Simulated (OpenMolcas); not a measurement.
**Multiconfigurational calculation for Hf⁺**

Hf⁺. Computed at this level: state-averaged SS-CASPT2, IPEA shift 0.25, imaginary shift 0.1 hartree, closed shells 5s 5p correlated, active space 3 electrons in the shells 5d 6s, basis ANO-RCC-VDZP, DKH2 scalar Hamiltonian, spin-orbit coupling by RASSI with atomic mean-field integrals (OpenMolcas).

**The input**
```
&GATEWAY
Coord
1

Hf 0.0 0.0 0.0
Basis=ANO-RCC-VDZP
Group=XYZ
NoMove
AngMom=0.0 0.0 0.0
AMFI
&SEWARD
&RASSCF
FileOrb=start.orb
Symmetry=1
Spin=4
nActEl=3 0 0
Inactive=15 19
Ras2=6 0
CIRoot=20 20 1
SDav=20
CIMx=300
Iter=120 100
PrWF=0.3
OrbListing=Nothing
MaxOrb=0
Atom
>>> COPY $Project.JobIph JOB001
&RASSCF
FileOrb=start.orb
Symmetry=1
Spin=2
nActEl=3 0 0
Inactive=15 19
Ras2=6 0
CIRoot=65 65 1
SDav=70
CIMx=300
Iter=120 100
PrWF=0.3
OrbListing=Nothing
MaxOrb=0
Atom
>>> COPY $Project.JobIph JOB002
&RASSI
NrOfJobIphs=2 20 65
1 2 3 4 5 6 7 8 9 10 11 12 13 14 15 16 17 18 19 20
1 2 3 4 5 6 7 8 9 10 11 12 13 14 15 16 17 18 19 20 21 22 23 24 25 26 27
28 29 30 31 32 33 34 35 36 37 38 39 40 41 42 43 44 45 46 47 48 49 50 51
52 53 54 55 56 57 58 59 60 61 62 63 64 65
IphNames
JOB001
JOB002
EJob
SpinOrbit
DIPRint=1.0
SOCoupling=1000.0
Subsets=2
MEES
Property=10
'ANGMOM' 1 'ANGMOM' 2 'ANGMOM' 3 'MLTPL  1' 1 'MLTPL  1' 2 'MLTPL  1' 3
'AMFI' 1 'AMFI' 2 'AMFI' 3 'MLTPL  2' 6
SOProperty=3
'ANGMOM' 1 'ANGMOM' 2 'ANGMOM' 3
>>> COPY JOB001 $Project.JobIph
&CASPT2
Multistate=20 1 2 3 4 5 6 7 8 9 10 11 12 13 14 15 16 17 18 19 20
Frozen=14 16
IPEA=0.25
Imaginary=0.1
MaxIter=60
WThr=0.0 0.3 0.05
PrWF=0.5
NoMix
>>> COPY JOB002 $Project.JobIph
&CASPT2
Multistate=65 1 2 3 4 5 6 7 8 9 10 11 12 13 14 15 16 17 18 19 20 21 22
23 24 25 26 27 28 29 30 31 32 33 34 35 36 37 38 39 40 41 42 43 44 45 46
47 48 49 50 51 52 53 54 55 56 57 58 59 60 61 62 63 64 65
Frozen=14 16
IPEA=0.25
Imaginary=0.1
MaxIter=60
WThr=0.0 0.3 0.05
PrWF=0.5
NoMix
```

The file start.orb holds starting orbitals from an earlier step. A driver script formed the levels outside the program, from RASSI's spin-orbit matrix and the CASPT2 energies (for multi-state variants, the effective Hamiltonian), averaged over the components of each term or state. The log and the time are those of the CASPT2 step.

Hardware: 1 thread of Arm Neoverse V2, 24 GiB of memory available, shared host.

Run as:
```bash
OMP_NUM_THREADS=1 MOLCAS_MEM=1689 MOLCAS_PROJECT=a pymolcas a.inp > a.log  # once for each step of the input, in one work folder
```

**The program's output (extracts)**
```
--- CASPT2 ---
Orbital specifications:
      -----------------------

      Symmetry species                           1   2
                                                ag  au
      Frozen orbitals                           14  16
      Inactive orbitals                          1   3
      Active orbitals                            6   0
      Secondary orbitals                        15  13
      Deleted orbitals                           0   0
      Number of basis functions                 36  32
Type of calculation                        MS-CASPT2
      Fock operator                              state-specific
      IPEA shift                                 0.25
      Real shift                                 0.00
      Imaginary shift                            0.10
      The input orbitals will be transformed to quasi-canonical
Reference energy:      -15063.7892101379
      E2 (Non-variational):      -0.1723691848
      Shift correction:          -0.0001183624
      E2 (Variational):          -0.1724875472
      Total energy:          -15063.9616976851
      Residual norm:              0.0000007900
      Reference weight:           0.96273
      Contributions to the CASPT2 correlation energy
      Active & Virtual Only:         -0.0059772342
      One Inactive Excited:          -0.0515277485
      Two Inactive Excited:          -0.1148642021
Reference energy:      -15063.7892101379
      E2 (Non-variational):      -0.1724709087
      Shift correction:          -0.0001192327
      E2 (Variational):          -0.1725901413
      Total energy:          -15063.9618002792
      Residual norm:              0.0000008714
      Reference weight:           0.96264
      Contributions to the CASPT2 correlation energy
      Active & Virtual Only:         -0.0060087659
      One Inactive Excited:          -0.0515816194
      Two Inactive Excited:          -0.1148805234
::    CASPT2 Root  1     Total energy: -15063.96169769
::    CASPT2 Root  2     Total energy: -15063.96180028
::    CASPT2 Root  3     Total energy: -15063.96082168
::    CASPT2 Root  4     Total energy: -15063.96071179
::    CASPT2 Root  5     Total energy: -15063.96164259
::    CASPT2 Root  6     Total energy: -15063.96149726
::    CASPT2 Root  7     Total energy: -15063.96135286
::    CASPT2 Root  8     Total energy: -15063.92919482
::    CASPT2 Root  9     Total energy: -15063.92919479
::    CASPT2 Root 10     Total energy: -15063.92919483
::    CASPT2 Root 11     Total energy: -15063.88917408
::    CASPT2 Root 12     Total energy: -15063.88935947
::    CASPT2 Root 13     Total energy: -15063.88933240
::    CASPT2 Root 14     Total energy: -15063.88891186
::    CASPT2 Root 15     Total energy: -15063.88865388
::    CASPT2 Root 16     Total energy: -15063.88948992
::    CASPT2 Root 17     Total energy: -15063.88942266
::    CASPT2 Root 18     Total energy: -15063.85789459
::    CASPT2 Root 19     Total energy: -15063.85789460
::    CASPT2 Root 20     Total energy: -15063.85789459
::    MS-CASPT2 Root  1     Total energy: -15063.96195771
::    MS-CASPT2 Root  2     Total energy: -15063.96181974
::    MS-CASPT2 Root  3     Total energy: -15063.96149394
::    MS-CASPT2 Root  4     Total energy: -15063.96145366
::    MS-CASPT2 Root  5     Total energy: -15063.96134910
::    MS-CASPT2 Root  6     Total energy: -15063.96076978
::    MS-CASPT2 Root  7     Total energy: -15063.96068799
::    MS-CASPT2 Root  8     Total energy: -15063.92919466
::    MS-CASPT2 Root  9     Total energy: -15063.92919254
::    MS-CASPT2 Root 10     Total energy: -15063.92919018
--- CASPT2 ---
Orbital specifications:
      -----------------------

      Symmetry species                           1   2
                                                ag  au
      Frozen orbitals                           14  16
      Inactive orbitals                          1   3
      Active orbitals                            6   0
      Secondary orbitals                        15  13
      Deleted orbitals                           0   0
      Number of basis functions                 36  32
Type of calculation                        MS-CASPT2
      Fock operator                              state-specific
      IPEA shift                                 0.25
      Real shift                                 0.00
      Imaginary shift                            0.10
      The input orbitals will be transformed to quasi-canonical
Reference energy:      -15063.7912814956
      E2 (Non-variational):      -0.1902262440
      Shift correction:          -0.0004376887
      E2 (Variational):          -0.1906639327
      Total energy:          -15063.9819454283
      Residual norm:              0.0000007434
      Reference weight:           0.94419
      Contributions to the CASPT2 correlation energy
      Active & Virtual Only:         -0.0166236276
      One Inactive Excited:          -0.0524554771
      Two Inactive Excited:          -0.1211471393
Reference energy:      -15063.7912814955
      E2 (Non-variational):      -0.1904556925
      Shift correction:          -0.0004545254
      E2 (Variational):          -0.1909102180
      Total energy:          -15063.9821917135
      Residual norm:              0.0000007465
      Reference weight:           0.94354
      Contributions to the CASPT2 correlation energy
      Active & Virtual Only:         -0.0168597875
      One Inactive Excited:          -0.0524472151
      Two Inactive Excited:          -0.1211486900
::    CASPT2 Root  1     Total energy: -15063.98194543
::    CASPT2 Root  2     Total energy: -15063.98219171
::    CASPT2 Root  3     Total energy: -15063.98191856
::    CASPT2 Root  4     Total energy: -15063.98192922
::    CASPT2 Root  5     Total energy: -15063.98258452
::    CASPT2 Root  6     Total energy: -15063.91746812
::    CASPT2 Root  7     Total energy: -15063.91746821
::    CASPT2 Root  8     Total energy: -15063.91746812
::    CASPT2 Root  9     Total energy: -15063.92000671
::    CASPT2 Root 10     Total energy: -15063.91987872
::    CASPT2 Root 11     Total energy: -15063.92065217
::    CASPT2 Root 12     Total energy: -15063.92072075
::    CASPT2 Root 13     Total energy: -15063.91948035
::    CASPT2 Root 14     Total energy: -15063.92052203
::    CASPT2 Root 15     Total energy: -15063.92098058
::    CASPT2 Root 16     Total energy: -15063.90530333
::    CASPT2 Root 17     Total energy: -15063.90536159
::    CASPT2 Root 18     Total energy: -15063.90602005
::    CASPT2 Root 19     Total energy: -15063.90564099
::    CASPT2 Root 20     Total energy: -15063.90598103
::    CASPT2 Root 21     Total energy: -15063.90576625
::    CASPT2 Root 22     Total energy: -15063.90546452
::    CASPT2 Root 23     Total energy: -15063.90547451
::    CASPT2 Root 24     Total energy: -15063.90541909
::    CASPT2 Root 25     Total energy: -15063.91899115
::    CASPT2 Root 26     Total energy: -15063.91898455
::    CASPT2 Root 27     Total energy: -15063.91882865
::    CASPT2 Root 28     Total energy: -15063.91893367
::    CASPT2 Root 29     Total energy: -15063.91876304
::    CASPT2 Root 30     Total energy: -15063.84813930
```

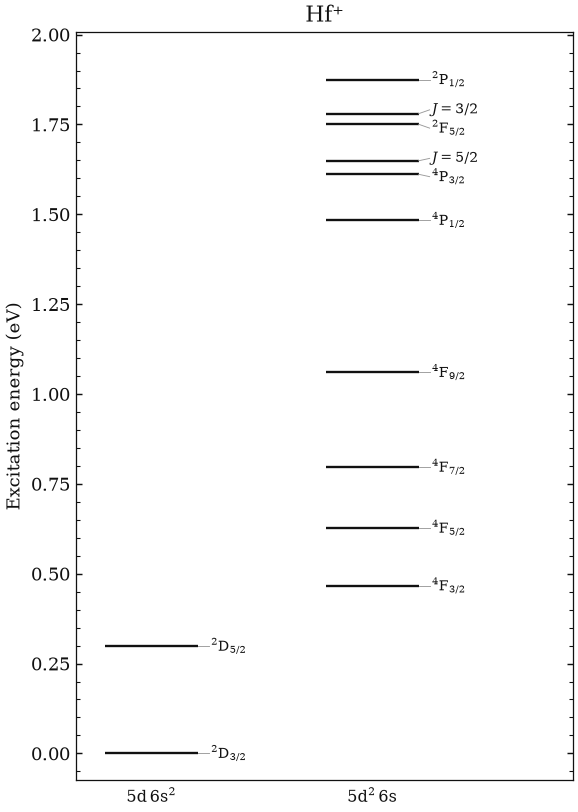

Fig. 1: Level diagram of Hf⁺ (hafnium, Z = 72). The lowest level is 5d 6s² ²D₃/₂. The first excited level, 5d 6s² ²D₅/₂, lies at 0.298 eV. All levels drawn have even parity, so no electric dipole line joins them. The leading LS term holds 82 % of a level on average, 91 % of the ground level. The ground level has g = 0.769. Spin-orbit coupling puts the ground level 0.251 eV below the lowest spin-free term.

```
Configuration                  Level  E (eV)  Landé g
       5d 6s²                  ²D₃/₂       0    0.769
       5d 6s²                  ²D₅/₂  0.2981    1.176
       5d² 6s                  ⁴F₃/₂  0.4662    0.441
       5d² 6s                  ⁴F₅/₂  0.6266    1.055
       5d² 6s                  ⁴F₇/₂  0.7963    1.237
       5d² 6s                  ⁴F₉/₂   1.060    1.331
       5d² 6s                  ⁴P₁/₂   1.483    2.609
       5d² 6s                  ⁴P₃/₂   1.611    1.676
       5d² 6s  J = 5/2 (even, mixed)   1.649    1.241
       5d² 6s                  ²F₅/₂   1.751    1.163
       5d² 6s  J = 3/2 (even, mixed)   1.780    1.030
       5d² 6s                  ²P₁/₂   1.875    0.738
```

**Results in brief**

| quantity | value |
| --- | --- |
| outcome | converged; degenerate states are split by up to 329 cm⁻¹ |
| lowest level | 5d 6s² ²D₃/₂ |
| first excited level | 5d 6s² ²D₅/₂, 2,405 cm⁻¹ (measured: 3,051) |
| energy of the lowest spin-free term | −15063.98211 hartree |
| energy of the lowest spin-orbit level | −15063.99135 hartree |
| CASPT2 correlation energy | −0.1908 hartree |
| largest spread among components of a term | 329.3 cm⁻¹ |
| lowest reference weight | 0.919 |
| wall time | 22 s |

**Remarks**

The components of ²F, which symmetry makes degenerate, are split by 329 cm⁻¹ in CASPT2, and those of 7 more by over 50 cm⁻¹. This is an artefact; the levels of such states rest on averages and are uncertain by about as much. The run is of multi-state type; this report uses its single-state energies. Limits: single d shell misplaces d against s configurations; only configurations of the active space are included; spin-free states above about 47,000 cm⁻¹ are left out of the spin-orbit step.
